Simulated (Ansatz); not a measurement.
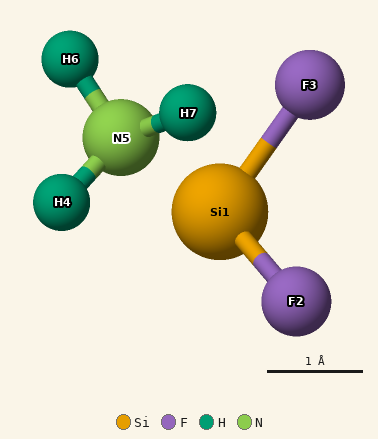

Fig. 1: The input geometry (ball-and-stick view, seen at a tilt; atoms are numbered from 1 in the order of the input).

## SiNH3F2: nudged elastic band

System: SiNH3F2.
Method: RKS PBE0-D4/def2-TZVP (Ansatz 0.2.0).

Figures and captions count atoms from 1; the log counts them from 0 in places.

## The input
```yaml
crystal:
  periodic: [false, false, false]
  atoms:
    - {symbol: Si, position_ang: [-0.571676, -1.149137, -0.565275]}
    - {symbol: F, position_ang: [1.022746, -1.418280, -0.838260]}
    - {symbol: F, position_ang: [-0.851133, -0.041579, -1.741888]}
    - {symbol: H, position_ang: [0.476671, 0.131275, 1.495133]}
    - {symbol: N, position_ang: [0.015047, 0.445730, 0.647940]}
    - {symbol: H, position_ang: [-0.766911, 1.040171, 0.902665]}
    - {symbol: H, position_ang: [0.675355, 0.991818, 0.099685]}
basis:
  gaussian: {orbitals: def2-TZVP}
hamiltonian: {xc: pbe0, dispersion: d4}
neb:
  images: 4
  climbing: false
  max_iterations: 25
  initial_path: linear
  final_atoms:
    - {symbol: Si, position_ang: [-0.165040, -0.597535, -0.145129]}
    - {symbol: F, position_ang: [1.113660, -1.357023, -0.696551]}
    - {symbol: F, position_ang: [-1.181198, -0.582883, -1.368663]}
    - {symbol: H, position_ang: [-0.808374, -1.350976, 0.940742]}
    - {symbol: N, position_ang: [0.320618, 0.925169, 0.385121]}
    - {symbol: H, position_ang: [-0.245773, 1.465139, 1.017190]}
    - {symbol: H, position_ang: [0.966206, 1.498108, -0.132708]}
```

Hardware: 2 threads of Arm Neoverse V1, 23 GiB of memory available, shared host.

Command:
```bash
ansatz run in.yaml --threads 2 --pin off --events-out ev --progress --plain --max-ram 4352MiB
```

## The program's output
```
Functional definition: PBE0
  name "PBE0"
  cite "Adamo & Barone, J. Chem. Phys. 110, 6158 (1999) doi:10.1063/1.478522"
  cite "Perdew, Burke & Ernzerhof, Phys. Rev. Lett. 77, 3865 (1996) doi:10.1103/PhysRevLett.77.3865"
  parent pbe
  parameter a = 0.25
  parameter kappa = 0.804
  parameter beta = 0.06672455060314922
  exchange = (1 - a)*pbe_x(kappa = kappa, mu = beta*pi^2/3) + a*exact_x
  correlation = pbe_c(beta = beta)
867 factors; their error is unknown
mean field evaluation 1: about -14839.8305 eV, gradient 6.5e1 eV
mean field evaluation 2: about -14832.9453 eV, gradient 9.2e1 eV
mean field evaluation 4: about -14846.5522 eV, gradient 3.5e0 eV
mean field evaluation 8: about -14846.6285 eV, gradient 3.2e-2 eV
mean field -14846.62850267 eV, -545.6035340669 hartree, gradient 5.4e-5 eV, S^2 0.000000; 0 other end points of the search recorded, 0 dependent functions left out
the calculation of the forces begins
reference -14846.62852570 eV, -545.6035349133 hartree; 21, 21 occupied and 127, 127 virtual orbitals, 867 factors
867 factors; their error is unknown
mean field evaluation 16: about -14840.6464 eV, gradient 6.8e1 eV
mean field evaluation 32: about -14848.0717 eV, gradient 3.1e-5 eV
mean field -14848.07169914 eV, -545.6565705591 hartree, gradient 3.1e-5 eV, S^2 0.000000; 0 other end points of the search recorded, 0 dependent functions left out
[... from here on the field's lines of each further geometry are left out, up to the last ...]
NEB iter   1: max|band force component| = 6.735e0 eV/Å  barrier→ = 2.6011 eV  barrier← = 4.0418 eV  Δτ_max = 0.1978 Å  (157 SCF iters)
NEB iter   2: max|band force component| = 3.893e0 eV/Å  barrier→ = 1.9241 eV  barrier← = 3.3648 eV  Δτ_max = 0.1996 Å  (122 SCF iters)
NEB iter   3: max|band force component| = 1.045e0 eV/Å  barrier→ = 1.3639 eV  barrier← = 2.8047 eV  Δτ_max = 0.1185 Å  (128 SCF iters)
NEB iter   4: max|band force component| = 9.820e-1 eV/Å  barrier→ = 1.0580 eV  barrier← = 2.4988 eV  Δτ_max = 0.0874 Å  (119 SCF iters)
NEB iter   5: max|band force component| = 4.893e-1 eV/Å  barrier→ = 1.0286 eV  barrier← = 2.4694 eV  Δτ_max = 0.1535 Å  (117 SCF iters)
NEB iter   6: max|band force component| = 8.682e-1 eV/Å  barrier→ = 1.0419 eV  barrier← = 2.4826 eV  Δτ_max = 0.0772 Å  (114 SCF iters)
NEB iter   7: max|band force component| = 3.574e-1 eV/Å  barrier→ = 0.7672 eV  barrier← = 2.2079 eV  Δτ_max = 0.1551 Å  (117 SCF iters)
NEB iter   8: max|band force component| = 3.746e-1 eV/Å  barrier→ = 0.6505 eV  barrier← = 2.0912 eV  Δτ_max = 0.0777 Å  (128 SCF iters)
NEB iter   9: max|band force component| = 1.767e-1 eV/Å  barrier→ = 0.5621 eV  barrier← = 2.0028 eV  Δτ_max = 0.1549 Å  (118 SCF iters)
NEB iter  10: max|band force component| = 3.796e-1 eV/Å  barrier→ = 0.4486 eV  barrier← = 1.8893 eV  Δτ_max = 0.0782 Å  (120 SCF iters)
NEB iter  11: max|band force component| = 3.627e-1 eV/Å  barrier→ = 0.3898 eV  barrier← = 1.8305 eV  Δτ_max = 0.0782 Å  (116 SCF iters)
NEB iter  12: max|band force component| = 2.563e-1 eV/Å  barrier→ = 0.3308 eV  barrier← = 1.7715 eV  Δτ_max = 0.0551 Å  (117 SCF iters)
NEB iter  13: max|band force component| = 1.386e-1 eV/Å  barrier→ = 0.3034 eV  barrier← = 1.7441 eV  Δτ_max = 0.0346 Å  (120 SCF iters)
NEB iter  14: max|band force component| = 9.450e-2 eV/Å  barrier→ = 0.2946 eV  barrier← = 1.7353 eV  Δτ_max = 0.0197 Å  (121 SCF iters)
NEB iter  15: max|band force component| = 1.024e-1 eV/Å  barrier→ = 0.2925 eV  barrier← = 1.7332 eV  Δτ_max = 0.0097 Å  (125 SCF iters)
NEB iter  16: max|band force component| = 7.435e-2 eV/Å  barrier→ = 0.2910 eV  barrier← = 1.7317 eV  Δτ_max = 0.0096 Å  (123 SCF iters)
the calculation of the forces begins
reference -14846.21908976 eV, -545.5884884198 hartree; 21, 21 occupied and 127, 127 virtual orbitals, 867 factors
these checks for a lower state are left out or cut short: stability, starts, cluster_reference, orbital_swaps, neighbouring_geometries, increment
867 factors; their error is unknown
mean field -14846.19061702 eV, -545.5874420660 hartree, gradient 1.2e-6 eV, S^2 0.000000; 0 other end points of the search recorded, 0 dependent functions left out
the calculation of the forces begins
reference -14846.19064073 eV, -545.5874429375 hartree; 21, 21 occupied and 127, 127 virtual orbitals, 867 factors
NEB iter  17: max|band force component| = 2.713e-2 eV/Å  barrier→ = 0.2916 eV  barrier← = 1.7323 eV  Δτ_max = 0.0000 Å  (567 SCF iters)
```

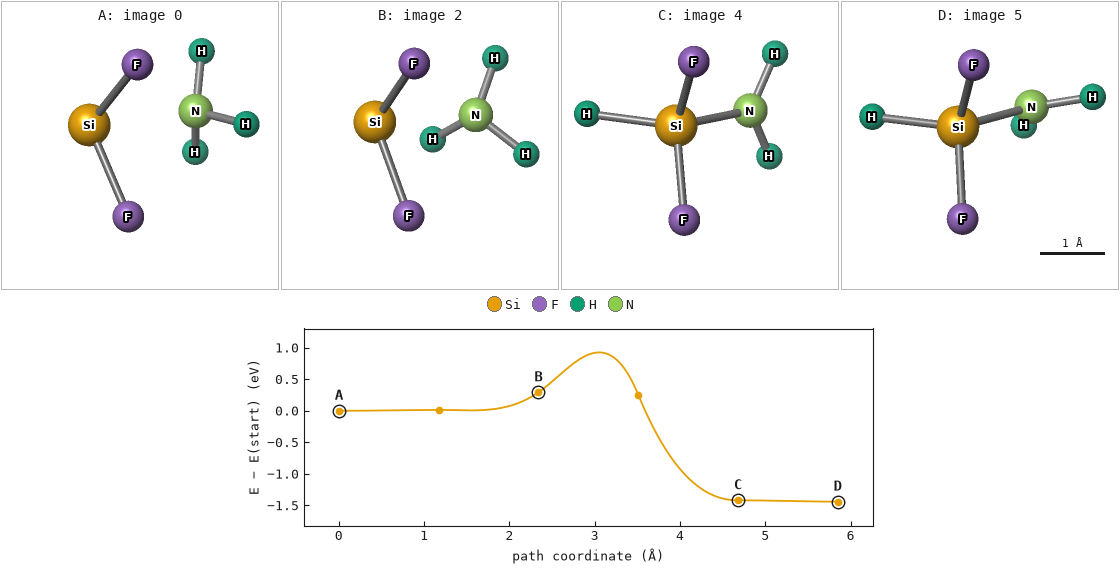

Fig. 2: Images of the last band (counted from 0; ball-and-stick, seen at a tilt) above the energy along the path; the line is a cubic interpolation that uses the forces. The highest image is number 2, 0.292 eV above the start and 1.732 eV above the end; the end lies 1.441 eV below the start. The path is 5.85 Å long. The band converged in 17 iterations.

```
Total energy: -14846.43110424 eV, -545.5962798085 hartree
Atom 0 at     0.013024    -1.249729    -0.400499 Å, force     0.047127    -0.621142    -0.181451 eV/Å
Atom 1 at     1.201354    -0.958432    -1.455985 Å, force     0.100791     0.248019    -0.215364 eV/Å
Atom 2 at    -1.298443    -0.697575    -1.207799 Å, force     0.065891     0.091423    -0.066909 eV/Å
Atom 3 at    -0.501927     0.077486     1.266869 Å, force     0.016918     0.981981     0.142571 eV/Å
Atom 4 at     0.075250     0.574130     0.576250 Å, force    -0.255640    -0.355266     0.391146 eV/Å
Atom 5 at    -0.413798     1.376564     0.178354 Å, force    -0.024279    -0.246777     0.032172 eV/Å
Atom 6 at     0.924639     0.877554     1.042809 Å, force     0.049192    -0.098238    -0.102166 eV/Å
Dipole moment:     0.038934     0.813989     0.728663 e Å
```

## The last band as extended XYZ (Å, eV, eV/Å)
```
7
Properties=species:S:1:pos:R:3:forces:R:3 image=0 energy=-14846.72267
Si   -0.5717   -1.1491   -0.5653   -0.0006  -0.0003   0.0006
F     1.0227   -1.4183   -0.8383    0.0005   0.0001  -0.0002
F    -0.8511   -0.0416   -1.7419   -0.0001   0.0002  -0.0004
H     0.4767    0.1313    1.4951    0.0000   0.0000   0.0003
N     0.0150    0.4457    0.6479    0.0006   0.0003  -0.0010
H    -0.7669    1.0402    0.9027   -0.0002   0.0000   0.0001
H     0.6754    0.9918    0.0997   -0.0003  -0.0004   0.0006
7
Properties=species:S:1:pos:R:3:forces:R:3 image=1 energy=-14846.70867
Si   -0.3335   -1.2703   -0.5134   -0.0016  -0.0001  -0.0008
F     1.1626   -1.0598   -1.1531    0.0006  -0.0002   0.0029
F    -1.1824   -0.2909   -1.5187    0.0014   0.0020  -0.0028
H    -0.0333    0.2760    1.6683    0.0034   0.0014   0.0030
N     0.0366    0.4340    0.6695   -0.0010  -0.0007   0.0009
H    -0.6251    1.1558    0.3993   -0.0025  -0.0021   0.0012
H     0.9752    0.7551    0.4482   -0.0003  -0.0003  -0.0043
7
Properties=species:S:1:pos:R:3:forces:R:3 image=2 energy=-14846.43108
Si    0.0130   -1.2497   -0.4005    0.0471  -0.6211  -0.1815
F     1.2014   -0.9584   -1.4560    0.1008   0.2480  -0.2154
F    -1.2984   -0.6976   -1.2078    0.0659   0.0914  -0.0669
H    -0.5019    0.0775    1.2669    0.0169   0.9820   0.1426
N     0.0752    0.5741    0.5763   -0.2556  -0.3553   0.3911
H    -0.4138    1.3766    0.1784   -0.0243  -0.2468   0.0322
H     0.9246    0.8776    1.0428    0.0492  -0.0982  -0.1022
7
Properties=species:S:1:pos:R:3:forces:R:3 image=3 energy=-14846.46667
Si   -0.0157   -0.7326   -0.2189   -0.3373   1.7861   0.4122
F     1.1390   -1.1491   -1.2354   -0.1526  -0.7073   0.8330
F    -1.3367   -0.8935   -1.0761   -0.0934  -0.1552   0.0613
H    -0.3384   -0.7137    1.2531    0.3209  -2.7752  -0.1155
N     0.2288    0.8928    0.1940    0.5299   0.9778  -1.1884
H    -0.5389    1.5254    0.1280   -0.0963   0.6209  -0.0477
H     0.8620    1.0706    0.9552   -0.1712   0.2529   0.0450
7
Properties=species:S:1:pos:R:3:forces:R:3 image=4 energy=-14848.14198
Si   -0.1274   -0.6248   -0.0504   -0.0006   0.0003   0.0002
F     1.1266   -1.3142   -0.7348    0.0006   0.0031  -0.0005
F    -1.4005   -0.7652   -0.9861    0.0010  -0.0021   0.0019
H    -0.4153   -1.4058    1.1636    0.0006   0.0047  -0.0024
N     0.2055    1.0151    0.1288   -0.0048   0.0032   0.0006
H    -0.5101    1.7203    0.1465    0.0022  -0.0022  -0.0008
H     1.1213    1.3747    0.3324    0.0010  -0.0070   0.0009
7
Properties=species:S:1:pos:R:3:forces:R:3 image=5 energy=-14848.16338
Si   -0.1594   -0.6159   -0.0251    0.0004   0.0012  -0.0019
F     1.1090   -1.4495   -0.4857    0.0014   0.0001   0.0006
F    -1.2275   -0.8388   -1.1823   -0.0019  -0.0021   0.0002
H    -0.7403   -1.1633    1.2093   -0.0005   0.0005  -0.0006
N     0.3187    0.9839    0.1933   -0.0013  -0.0013  -0.0004
H    -0.2304    1.6248    0.7407    0.0001   0.0014   0.0025
H     0.9300    1.4588   -0.4502    0.0018   0.0001  -0.0005
```

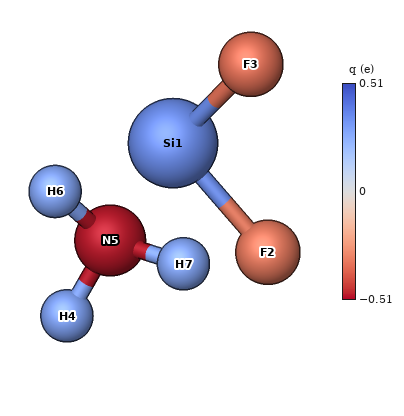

Fig. 3: Mulliken charges, as the colour of each atom (ball-and-stick view, seen at a tilt; atoms are numbered from 1 in the order of the input). By element: Si +0.34, F −0.34 to −0.32, H +0.27 to +0.28 and N −0.49 e.

## Results in brief

```tsv
quantity	value
outcome	converged
barrier, forward	0.292 eV
barrier, backward	1.732 eV
dipole moment (one image of the band)	5.25 D
wall time	3.3 min (CPU time 6.3 min)
peak memory	0.39 GiB
```
